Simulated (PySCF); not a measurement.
C8H7N, SMILES C#Cc1cccc(N)c1, GFN2-xTB optimised geometry. Atoms within 1.6 Å of the plane z = 1.2 Å (x, y, z in Å): C1 (-1.96, 2.90, 0.01), C2 (-1.37, 1.85, 0.00), C3 (-0.67, 0.62, 0.00), C4 (0.73, 0.61, -0.01), C5 (1.39, -0.60, 0.00), C6 (0.69, -1.79, 0.00), C7 (-0.70, -1.79, 0.00), N8 (-1.40, -2.98, -0.07), C9 (-1.38, -0.58, 0.00), H10 (-2.47, 3.81, 0.01), H11 (1.27, 1.54, -0.01), H12 (2.47, -0.62, 0.00), H13 (1.22, -2.74, 0.00), H14 (-2.37, -2.95, 0.21), H15 (-0.91, -3.81, 0.22), H16 (-2.46, -0.56, 0.00).

Computed with PBE0/def2-TZVP run with PySCF.

Map of the log10 of the electron density (e/bohr³), floored at −4 on the plane z = 1.2 Å:

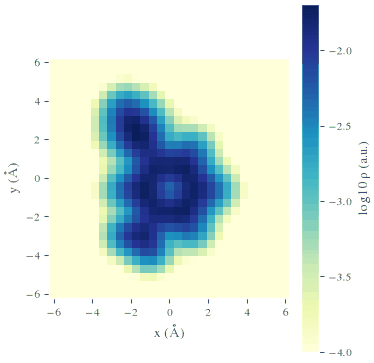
*Log10 of the electron density (e/bohr³), floored at −4 on the plane z = 1.2 Å.*
